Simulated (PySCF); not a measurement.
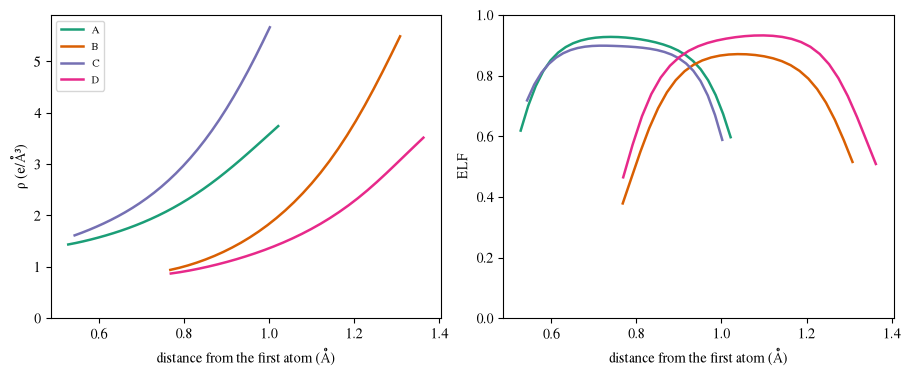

The picture shows: B2H8NO3Si2 (doublet). Total electron density and ELF along straight lines between neighbouring atoms. The curves leave out the atomic cores.

Geometry: PBE0-D3(BJ)/def2-SVP.

Method: UKS B3LYP, IGLO-III on B N O Si, pcH-1 on H, non-relativistic, mean-field spin-orbit, GIAO in PySCF.

```xyz
16

Si    0.4972    1.8219    0.0746
O     0.8695    0.3360   -0.5674
B     1.9565   -0.5031   -0.5371
O     3.1369   -0.0455   -0.0418
O     1.8419   -1.7783   -0.9917
B    -2.1252    0.7356    0.4211
Si   -1.4995   -1.1772    0.7025
N    -1.2563    1.8239    0.2061
H     0.8733    2.9343   -0.8623
H     3.8113   -0.7322   -0.0462
H     0.9321   -1.9853   -1.2332
H    -3.3164    0.9684    0.4385
H    -1.1556   -1.8486   -0.5983
H    -0.3007   -1.3010    1.5960
H    -2.5848   -2.0028    1.3246
H    -1.6917    2.7416    0.1359
```

Question: Which curve belongs to which contact (B–N, B–O, Si–N and Si–O)? The first atom named is at distance zero.

Answer: Curve A: B–N (1.41 Å): the density is about 1.9 e/Å³ at the midpoint; the ELF peaks at about 0.95 between the atoms; a short, strongly polar bond. Curve B: Si–O (1.66 Å): ρ at the midpoint is about 1.1 e/Å³; the ELF peaks at about 0.85 between the atoms (a shared but strongly polarised pair). Curve C: B–O (1.36 Å): ρ at the midpoint is about 2.1 e/Å³; the ELF peaks at about 0.90 between the atoms: a polar covalent bond. Curve D: Si–N (1.76 Å): the density is about 1 e/Å³ at the midpoint; the ELF peaks at about 0.95 between the atoms: a shared but strongly polarised pair.
